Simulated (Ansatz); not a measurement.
**wB97M-V/STO-3G run of NClO (nitrosyl chloride)**

What is the electronic atomisation energy of NClO (nitrosyl chloride) at wB97M-V/STO-3G? 

The results are computed with Ansatz 0.2.0.

50 further runs of the same task are left out: 5 that didn't finish, 45 set aside as unsound or not needed.

## 1. The structure to begin with

The species is NClO (3 atoms), meant as a singlet with charge 0. SMILES: `O=NCl`. The shape is that of a PBE0-D4/def2-TZVP optimisation.

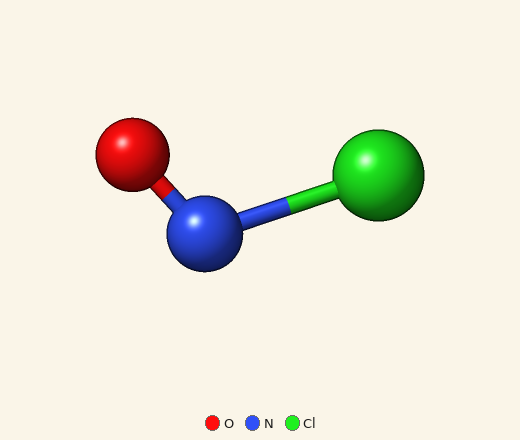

The structure, seen from a chosen angle (oxygen red, nitrogen blue, chlorine green).

## 2. The energy at wB97M-V/STO-3G

Input file job.yaml:

```yaml
crystal:
  periodic: [false, false, false]
  atoms:
    - {symbol: O, position_ang: [1.000080, -0.338330, 0.513880]}
    - {symbol: "N", position_ang: [0.052050, -0.599550, -0.035840]}
    - {symbol: Cl, position_ang: [-1.052130, 0.937900, -0.478040]}
basis:
  gaussian:
    orbitals: STO-3G
hamiltonian:
  xc: {name: wB97M-V}
accuracy: high
```

Run with:

```bash
$ ansatz run job.yaml --threads 1 --pin off --max-ram 3480MiB --events-out events.jsonl --progress --plain --runs-dir runs
```

Standard output:

```text
Warning: RAYON_NUM_THREADS=1 ignored (pool sized by the plan → 1); use --threads N
Functional definition: wB97M-V
  name "wB97M-V"
  parameter omega = 0.3/bohr
  parameter cx = 0.15
  parameter cx01 = 1.007
  parameter cx10 = 0.259
  parameter css00 = 0.443
  parameter css04 = -1.437
  parameter css10 = -4.535
  parameter css20 = -3.390
  parameter css43 = 4.278
  parameter cos00 = 1.000
  parameter cos10 = 1.358
  parameter cos20 = 2.924
  parameter cos21 = -8.812
  parameter cos60 = -1.390
  parameter cos61 = 9.142
  parameter b = 6.0
  parameter c = 0.01
  gx(w, u) = 1 - cx + cx01*u + cx10*w
  gss(w, u) = css00 + css04*u^4 + css10*w + css20*w^2 + css43*w^4*u^3
  gos(w, u) = cos00 + cos10*w + (cos20 + cos21*u)*w^2 + (cos60 + cos61*u)*w^6
  exchange = spin_sum(e_x_unif_sr(omega)*gx(b97_w, b97_u_x)) + cx*exact_x_sr(omega) + exact_x_lr(omega)
  correlation = spin_sum(e_c_pw_mod_same_spin*gss(b97_w, b97_u_same))
      + integral(e_c_pw_mod_opposite_spin*gos(b97_w_opposite, b97_u_opposite)) + vv10(b, c)
323 factors; integrals over basis functions are off by at most 3.2e-8 eV
124 factors; integrals over basis functions are off by at most 8.0e-10 eV
mean field evaluation 1: about -15871.1476 eV, gradient 2.0e1 eV
mean field evaluation 2: about -15870.4293 eV, gradient 3.0e1 eV
mean field evaluation 4: about -15874.2071 eV, gradient 3.0e0 eV
mean field evaluation 8: about -15874.2309 eV, gradient 5.2e-2 eV
mean field evaluation 16: about -15874.2309 eV, gradient 8.9e-6 eV
mean field -15874.23091576 eV, -583.3672262139 hartree, gradient 3.4e-8 eV, S^2 0.000000; 0 other end points of the search recorded, 0 dependent functions left out
reference -15874.23091700 eV, -583.3672262595 hartree; 16, 16 occupied and 3, 3 virtual orbitals, 323 factors
Total energy: -15874.23091700 eV, -583.3672262595 hartree
```

Run time: 14 s. Hardware: 1 thread of Arm Neoverse V1, shared host; peak memory 0.22 GiB.

## 3. The Cl atom, same level

Input file in.yaml:

```yaml
crystal:
  periodic: [false, false, false]
  atoms:
    - {symbol: Cl, position_ang: [0.000000, 0.000000, 0.000000]}
basis:
  gaussian:
    orbitals: STO-3G
magnetization:
  spin_polarized: true
  initial_magnetization: 1
hamiltonian:
  xc: {name: wB97M-V}
accuracy: high
```

Run with:

```bash
$ ansatz run in.yaml --threads 1 --pin off --max-ram 3480MiB --events-out events.jsonl --progress --plain --runs-dir runs
```

Standard output, shortened:

```text
Warning: RAYON_NUM_THREADS=1 ignored (pool sized by the plan → 1); use --threads N
Functional definition: wB97M-V
  name "wB97M-V"
[...]
  gx(w, u) = 1 - cx + cx01*u + cx10*w
  gss(w, u) = css00 + css04*u^4 + css10*w + css20*w^2 + css43*w^4*u^3
  gos(w, u) = cos00 + cos10*w + (cos20 + cos21*u)*w^2 + (cos60 + cos61*u)*w^6
[...]
      + integral(e_c_pw_mod_opposite_spin*gos(b97_w_opposite, b97_u_opposite)) + vv10(b, c)
42 factors; integrals over basis functions are off by at most 4.6e-9 eV
23 factors; integrals over basis functions are off by at most 7.5e-10 eV
[...]
mean field -12385.79801620 eV, -455.1696816998 hartree, gradient 2.8e-9 eV, S^2 0.750000; 0 other end points of the search recorded, 0 dependent functions left out
reference -12385.79801725 eV, -455.1696817384 hartree; 9, 8 occupied and 0, 1 virtual orbitals, 42 factors
Total energy: -12385.79801725 eV, -455.1696817384 hartree
```

It took 2.9 s on 1 thread of Arm Neoverse V1, shared host; peak memory 0.2 GiB.

## 4. The N atom, same level

Input file molecule.yaml:

```yaml
crystal:
  periodic: [false, false, false]
  atoms:
    - {symbol: "N", position_ang: [0.000000, 0.000000, 0.000000]}
basis:
  gaussian:
    orbitals: STO-3G
magnetization:
  spin_polarized: true
  initial_magnetization: 3
hamiltonian:
  xc: {name: wB97M-V}
accuracy: high
```

Run the same way, it converges to -53.89131 Eh (log not shown).

## 5. The O atom at the same level

Input file input.yaml:

```yaml
crystal:
  periodic: [false, false, false]
  atoms:
    - {symbol: O, position_ang: [0.000000, 0.000000, 0.000000]}
basis:
  gaussian:
    orbitals: STO-3G
magnetization:
  spin_polarized: true
  initial_magnetization: 2
hamiltonian:
  xc: {name: wB97M-V}
accuracy: high
```

Run the same way, it converges to -74.04146 Eh (log not shown).

## 6. Outcome

Level: wB97M-V/STO-3G.

```
                     quantity          value
       molecule: total energy  -583.36723 Eh
        Cl atom: total energy  -455.16968 Eh
                Cl atom: ⟨S²⟩          0.750
         N atom: total energy   -53.89131 Eh
                 N atom: ⟨S²⟩          3.750
         O atom: total energy   -74.04146 Eh
                 O atom: ⟨S²⟩          2.000
electronic atomisation energy       7.205 eV
```

Taking the molecule apart into free atoms costs 7.20 eV (695 kJ/mol), before zero-point energy and without spin-orbit coupling. In a minimal basis such a difference can be off by several eV, whatever the method.
